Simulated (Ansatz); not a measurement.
The starting structures come from a database of crystals and need not be the phases stable at ambient conditions.

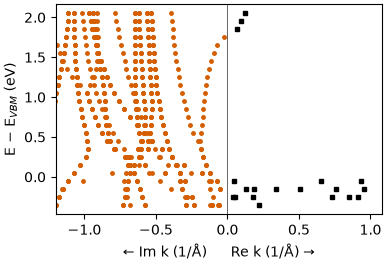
*Complex bands at the centre of the two-dimensional zone; r2SCAN run with Ansatz (a program for electronic structure)*

The gap is the functional's own. No spin-orbit coupling. Mid-gap values are those at the computed energy nearest the middle.

### Question
This is In2O3 (R-3c, corundum, 10 atoms a cell, 12.8 Å³ an atom) along the normal of (110). Read off the slowest decay at the centre of the two-dimensional zone at 0.85 eV, the computed energy nearest the middle of the gap.

### Answer
κ ≈ 0.17 1/Å, a decay length 1/(2κ) of the density of 2.9 Å.
